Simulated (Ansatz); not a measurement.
TaNH3ClF3: several calculations on one system

Part 1: Relaxation

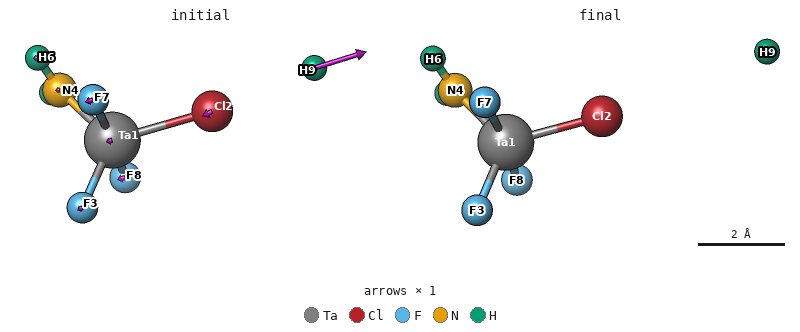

The structure of TaNH3ClF3 (multiplicity 2) before (left) and after (right) a relaxation, at one scale. The purple arrows give the displacements, at their true length.

A ball-and-stick model, seen at a tilt.

The run prepares an end point of a later path (reaction) calculation, from a guessed geometry.

Level of theory: UHF/def2-SVP in Ansatz 0.2.0. (collinear spin; force threshold 0.03 eV/Å; at most 50 steps)

**Summarise the run.**

Over 11 geometry steps the energy falls by 17.0 kJ/mol. Largest force component: 1.6 eV/Å at the start, 0.0041 eV/Å at the end. The largest move after the best rigid fit is that of an H atom, 1.29 Å. Largest moves by element: H 1.29 Å, Cl 0.27 Å, F 0.20 Å, Ta 0.16 Å, N 0.11 Å. Among the contacts that change: Cl–Ta 2.426 → 2.326 Å, N–Ta 1.935 → 1.941 Å. Bond angles that change, for instance: F–Ta–N 117.3° → 120.3°, F–Ta–F 174.6° → 172.4°, Cl–Ta–F 124.3° → 122.2°.

Limits of the set-up: the start holds two separate molecules, 2.6 Å apart at their closest, whose relative position is a soft coordinate and is computed without a dispersion correction; Hartree-Fock leaves out electron correlation.

Part 2: Relaxation

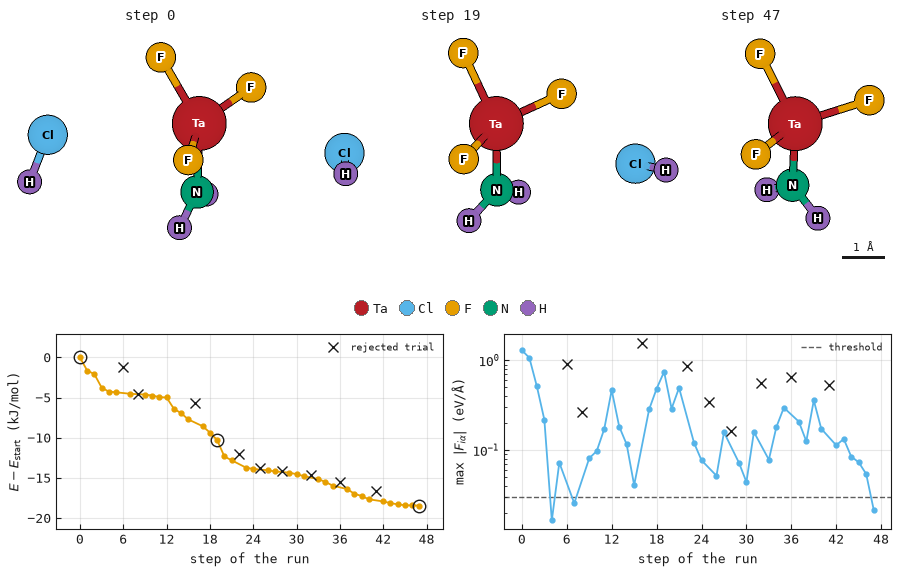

Frames of a relaxation of TaNH3ClF3 (multiplicity 2), marked on the history of the run. A ball-and-stick model, seen at a tilt.

The run prepares an end point of a later path (reaction) calculation, from a guessed geometry.

All numbers below come from Ansatz, UHF/def2-SVP.

Input
```yaml
crystal:
  periodic: [false, false, false]
  atoms:
    - { symbol: Ta, position_ang: [-0.458076, -0.050745, -0.073836] }
    - { symbol: Cl, position_ang: [3.14936, 0.260686, 0.530552] }
    - { symbol: F, position_ang: [0.120612, -0.470037, 1.689801] }
    - { symbol: "N", position_ang: [0.01036, -0.134068, -2.002825] }
    - { symbol: H, position_ang: [-0.07211, -0.947713, -2.585733] }
    - { symbol: H, position_ang: [0.537087, 0.573939, -2.486678] }
    - { symbol: F, position_ang: [-0.246304, 1.816618, 0.071427] }
    - { symbol: F, position_ang: [-1.695727, -1.46999, -0.165962] }
    - { symbol: H, position_ang: [3.834798, 0.421309, -0.586746] }
magnetization:
  spin_polarized: true
  initial_magnetization: 1
basis:
  gaussian: { orbitals: def2-SVP }
hamiltonian:
  xc: hf
relax:
  f_tol: 0.03
  max_steps: 50
```

Run as
```bash
ansatz run input.yaml --threads 4 --pin off --max-ram 5120MiB --backend cpu --events-out ev --progress --plain --runs-dir out
```

Describe the path.

Answer. H6 moves most after the best rigid fit: 1.68 Å. Largest moves by element: H 1.68 Å, F 0.93 Å, Cl 0.78 Å, N 0.35 Å, Ta 0.14 Å. Some distances before and after: Cl2–H9 1.321 → 1.276 Å, Ta1–F7 1.885 → 1.911 Å, Ta1–N4 1.987 → 1.969 Å, Ta1–F3 1.903 → 1.891 Å. Among the angles between lasting bonds that change: F3–Ta1–N4 145.0° → 129.1°, F7–Ta1–F8 145.4° → 133.5°, N4–Ta1–F7 95.2° → 101.6°. Groups turn about Ta1–N4 by about 80°. The energy falls by 18.4 kJ/mol in 38 accepted moves (47 points after the start). Largest force component: 1.3 eV/Å at the start, 0.022 eV/Å at the end. The line search rejected the trial steps at points 6, 8, 16, 22, 25, 28, 32, 36 and more of the run. The forces were under the threshold at step 4, but the run went on from there. From step 0 to 19: H9 moves most (1.22 Å), energy −10.3 kJ/mol. From step 19 to 47: H6 moves most (1.25 Å), energy −8.16 kJ/mol.

Limits of the set-up: the start holds two separate molecules, 3.3 Å apart at their closest, whose relative position is a soft coordinate and is computed without a dispersion correction; Hartree-Fock leaves out electron correlation.

Part 3: Path

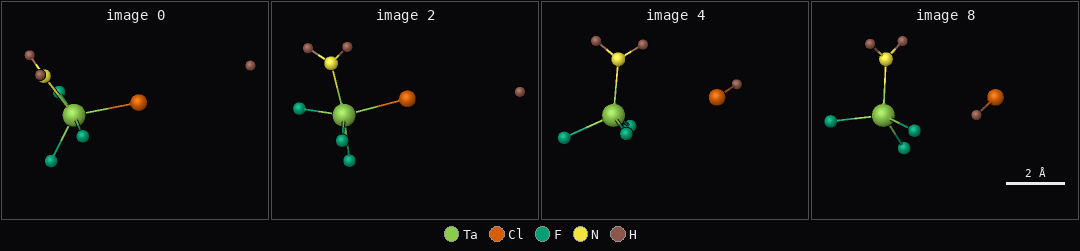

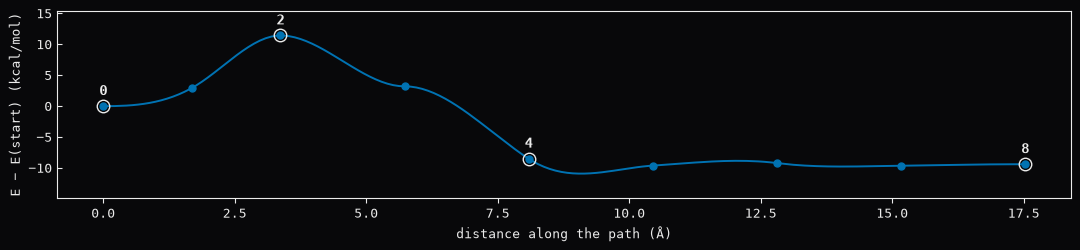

A nudged-elastic-band calculation for TaNH₃ClF₃ (multiplicity 2), made up at the start of TaNH₂ClF₃ and H. Images are numbered from 0 (start) to 8 (end). The picture is a ball-and-stick view, seen at a tilt.

Computed with UHF/def2-SVP (Ansatz 0.2.0). Set-up: 7 movable images; climbing image; force threshold 0.05 eV/Å; iteration limit 60; starting path through a guess of the saddle point.

> Read off the barrier and say what moves.

The path has more than one stage, and so few images may leave a stage unresolved. Breaking: Cl–Ta (2.33 → 3.98 Å). Forming: Cl–H (4.12 → 1.28 Å). The energy climbs by 11.4 kcal/mol to image 2 and then falls by 20.8 kcal/mol, so the end point sits at −9.4 kcal/mol. Image 7 lies below both ends, at −9.6 kcal/mol, which points to an intermediate minimum that so few images don't resolve. The band converged in 57 iterations. The largest component of the band force went from 53 to 0.033 eV/Å. The climbing image converged on the top of the path. Its vibrational analysis gives one imaginary mode (93i cm⁻¹), as a transition state must have.

Limits of the set-up: the start holds two separate molecules, 4.1 Å apart at their closest, whose relative position is a soft coordinate and is computed without a dispersion correction; Hartree-Fock leaves out electron correlation.

Cost: 13 min on 4 threads of Arm Neoverse V2, with other jobs on the host, peak memory 0.45 GiB.
